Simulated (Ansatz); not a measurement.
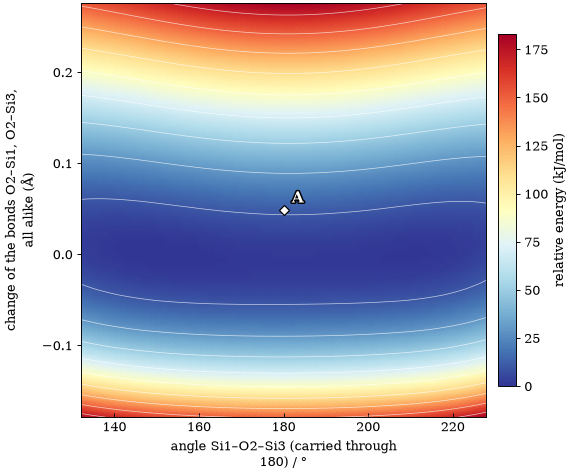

H6OSi2, SMILES [SiH3]O[SiH3]. 
- The first coordinate is: angle Si1–O2–Si3 (carried through 180); the second: change of the bonds O2–Si1, O2–Si3, all alike.
- Nothing is relaxed (all other coordinates rigid).
- The scan uses a 9 × 9 grid.
- Points are written as (first, second).
- Energies are in kJ/mol, from the relaxed molecule at the same level.
- Level of theory: RKS r2SCAN0-D4/def2-TZVP (Ansatz 0.2.0).

Drawn: a smooth colour map with a few white contour lines, the point A. Between grid points the surface is interpolated.

Is A at rest? If not, where is it pushed?

Answer. A, at (180°, 0.049 Å), is not a stationary point. The computed force is 0.02 kJ/mol for each degree towards smaller values of the first coordinate and 360 kJ/mol for each Å towards smaller values of the second coordinate.
